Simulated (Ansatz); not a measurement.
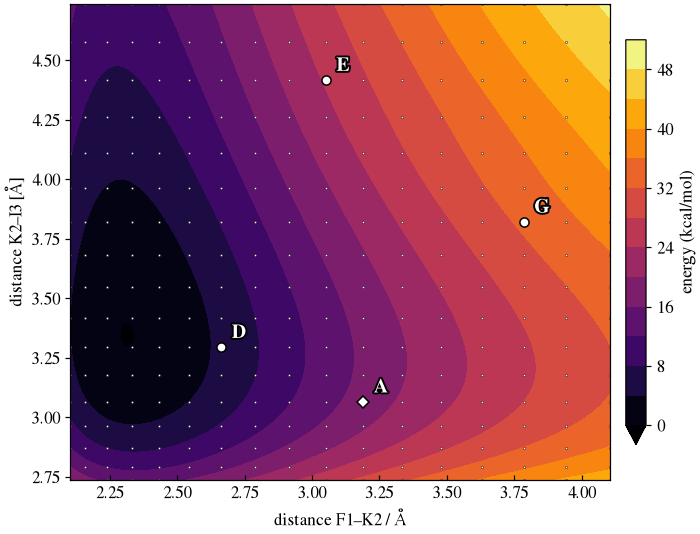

The system F⁻ + KI. 
- Coordinates scanned: (1) distance F1–K2; (2) distance K2–I3.
- Nothing is relaxed (the angle F1–K2–I3 is fixed at 140 degrees).
- Grid: 17 × 17 points.
- Points are written as (first, second).
- Energies are in kcal/mol, from the lowest grid point.
- Theory: Ansatz 0.2.0, RKS PBE0-D4/def2-SVPD.

Drawn: filled contours, dots at the grid points, lettered points. Between grid points the surface is interpolated.

Q: Rank the lettered points by energy, lowest first.

A: D (4.8 kcal/mol), A (17.7 kcal/mol), E (24.4 kcal/mol), G (32.7 kcal/mol).

Q: What kind of point is each of A, D, E, G: minimum, saddle, maximum or slope?

A: A: on a slope; D: on a slope; E: on a slope; G: on a slope. (In these two coordinates alone; a stationary point may lie a little off the grid point.)
